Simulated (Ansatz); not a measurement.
Consider CH4F2Si···HBr.

```tsv
atom	x (Å)	y (Å)	z (Å)
Si	-0.4860	-0.9612	-0.0950
C	0.6375	0.1857	0.8515
F	-0.0839	-0.9158	-1.6644
F	-0.1613	-2.4677	0.3976
H	-1.9396	-0.7374	0.0417
H	0.2236	1.4117	-1.1469
Br	-0.8593	2.2935	-1.6202
H	0.6463	-0.1432	1.9088
H	0.3476	1.2477	0.8482
H	1.6753	0.0869	0.4786
```

Not at a stationary point (largest force 1.3 eV/Å).

Theory: RKS r2SCAN/def2-SVP (Ansatz 0.2.0).

Predict the electron density and electron localisation function between the atoms.

Answer. Si–F (1.62 Å): the density is about 1 e/Å³ at the midpoint; the ELF peaks at about 0.85 in the valence shell of F, 0.6 Å from its nucleus, and is about 0.40 at the midpoint.

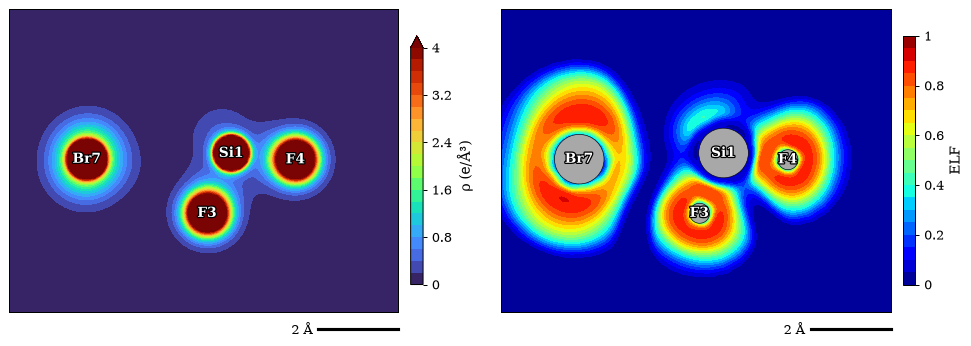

Computed electron density and electron localisation function on the plane of atoms F3, Si1 and F4, in this order. Grey discs cover the atomic cores in the ELF map. 
